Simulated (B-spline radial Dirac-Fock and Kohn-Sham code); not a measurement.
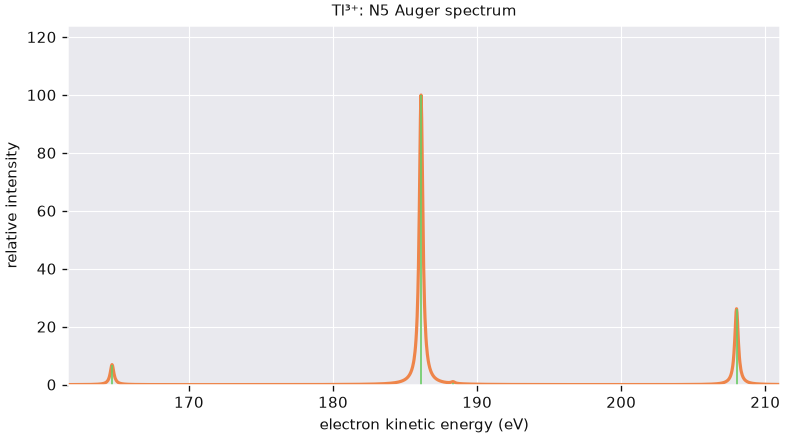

The Auger multiplet of an N5 hole with both final holes in O23, broadened by 0.30 eV full width. Kinetic energies count from the vacuum level; very weak lines are left out. Lines are named by their largest jj component, which in light atoms can differ from the customary names. It refers to Tl³⁺ in the configuration [Xe] 4f14 5d10, inside a Watson sphere of charge −3 and radius 1.6 Å that stands in for a crystal. Computed with a radial B-spline solver: Dirac–Fock ΔSCF energies in intermediate coupling of the two holes, Coulomb rates, valence shells as spectators.

Which line is strongest?

N5-O2O3 J=2 at 186.1 eV, 75 % of the multiplet.

How wide is the N5 level from this decay?

0.0294 eV from this multiplet.

Which of the lines shown has the highest kinetic energy, and why?

N5-O3O3 J=2 at 208.0 eV: its two-hole final state is the least tightly bound of those shown, so the most energy is left to the electron.
